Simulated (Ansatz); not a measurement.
# Cl4H2HfN: the cost of one run

Program: Ansatz 0.2.0. Level of theory: UKS PBE/def2-SVP. These are calculated values, not measurements.

## (1) The starting structure

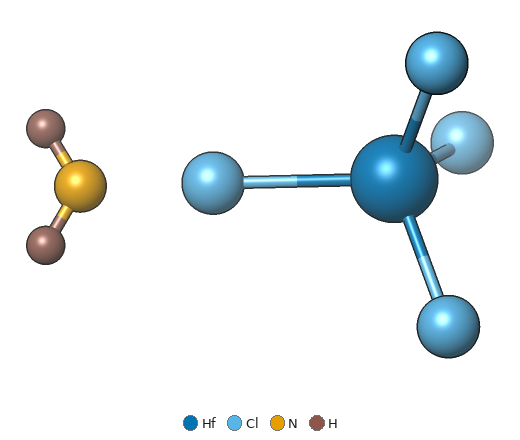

The starting structure, seen from a chosen angle (hafnium blue, chlorine blue, nitrogen amber, hydrogen brown).

Structure file:

```xyz
8

Hf    0.0000    0.0000    0.0000
Cl    0.0000    0.0000    2.7700
Cl    2.3764    0.0000   -0.8392
Cl   -1.1869    2.0563   -0.8392
Cl   -1.1869   -2.0563   -0.8392
N     0.0000    0.0000    4.8000
H    -0.4960   -0.7725    5.3300
H     0.4960    0.7725    5.3300
```

## (2) Pulling towards end A

Springs on the bonds that form and break draw the guess towards this end; the thresholds are loose.

input.yaml

```yaml
crystal:
  periodic: [false, false, false]
  atoms:
    - { symbol: Hf, position_ang: [0.0, 0.0, 0.0] }
    - { symbol: Cl, position_ang: [0.0, 0.0, 2.77] }
    - { symbol: Cl, position_ang: [2.3764, 0.0, -0.8392] }
    - { symbol: Cl, position_ang: [-1.1869, 2.0563, -0.8392] }
    - { symbol: Cl, position_ang: [-1.1869, -2.0563, -0.8392] }
    - { symbol: "N", position_ang: [0.0, 0.0, 4.8] }
    - { symbol: H, position_ang: [-0.496, -0.7725, 5.33] }
    - { symbol: H, position_ang: [0.496, 0.7725, 5.33] }
magnetization:
  spin_polarized: true
  initial_magnetization: 1
basis:
  gaussian: { orbitals: def2-SVP }
hamiltonian:
  xc: pbe
relax:
  f_tol: 0.15
  max_steps: 25
  restrain:
    - { distance: [1, 5], at: 2.93, k: 30.0 }
    - { distance: [0, 1], at: 2.52, k: 30.0 }
output:
  orbitals: {}
```

Launch:

```sh
ansatz run input.yaml --threads 4 --pin off --max-ram 5120MiB --backend cpu --events-out ev --progress --plain --runs-dir out
```

What time and memory should one allow on 4 threads of Intel Xeon 6975P-C (Granite Rapids), shared host?

About 28 s, with a peak of 0.4 GiB.
